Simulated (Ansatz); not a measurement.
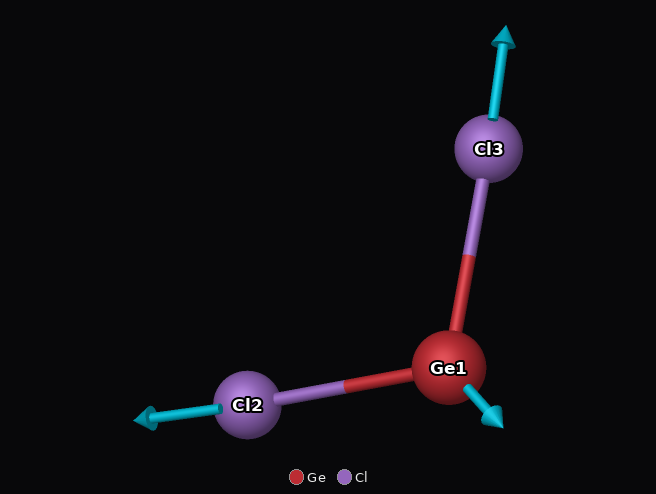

The arrows show one normal mode. Harmonic vibrations computed with RKS PBE0-D4/def2-TZVP (Ansatz 0.2.0) at a stationary point of the same level.

Q: Describe the motion.

A: Mostly in-phase stretching of 2 Ge–Cl bonds.

Q: At what wavenumber does it lie?

A: 409 cm⁻¹; it is mode 3 of 3 counted from the lowest.
